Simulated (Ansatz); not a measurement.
```xyz
8
Lattice="3.3631 0.0000 0.0000 -1.6815 2.9125 0.0000 0.0000 0.0000 11.2529" Properties=species:S:1:pos:R:3 pbc="T T T"
N     1.6816    0.9708   10.9790
N     1.6816    0.9708    5.9096
N     0.0000    1.9417    8.4426
As    0.0000    1.9417    2.7440
Ga    1.6816    0.9708    9.0131
Ga    1.6816    0.9708    3.9653
Ga    0.0000    1.9417    6.4840
Ga    0.0000    1.9417    0.2871
```

Space group P3m1; started from the ordered alloy on wurtzite lattice prototype, which need not be the ambient phase.

Level of theory: Ansatz 0.2.0, DFT, r2SCAN, plane waves, PAW.

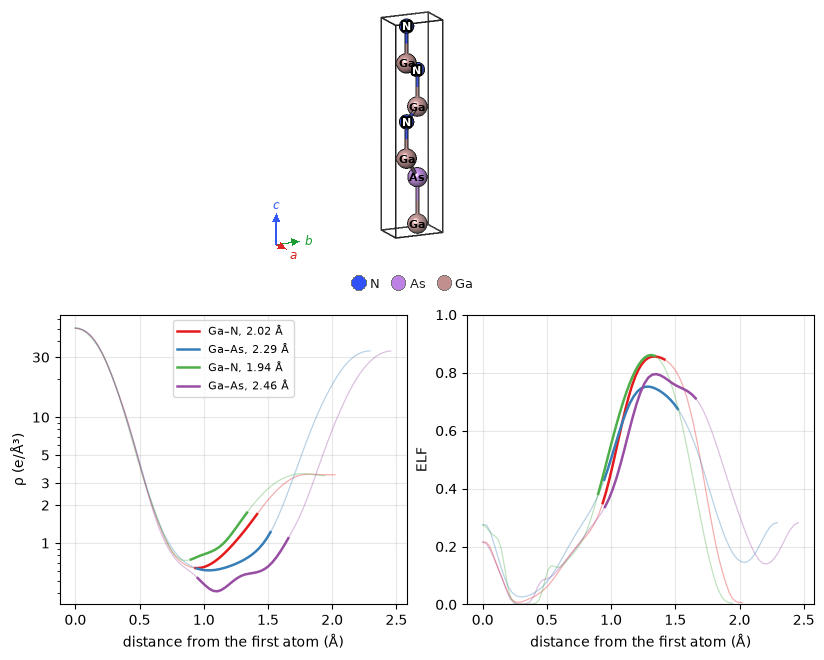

Ga₄AsN₃. Valence charge density (pseudo) and ELF along straight lines between neighbouring atoms. Thin, pale parts lie inside the atomic spheres. The structure is drawn too.

In a PAW calculation such maps are meaningful between the atoms, not at the nuclei.

### What can be read from the curves?

Ga–N (2.02 Å): the density is about 0.65 e/Å³ at the midpoint; the ELF peaks at about 0.85 in the valence shell of N, 0.7 Å from its nucleus, and is about 0.50 at the midpoint.
Ga–As (2.29 Å): the density is about 0.63 e/Å³ at the midpoint; the ELF peaks at about 0.75 between the atoms, as expected for a covalent bond.
Ga–N (1.94 Å): ρ is about 0.79 e/Å³ halfway; the ELF peaks at about 0.85 in the valence shell of N, 0.6 Å from its nucleus, and is about 0.50 at the midpoint.
Ga–As (2.46 Å): ρ at the midpoint is about 0.5 e/Å³, with its minimum of 0.41 e/Å³ about 1.1 Å from Ga; the ELF peaks at about 0.80 between the atoms, as expected for a covalent bond.
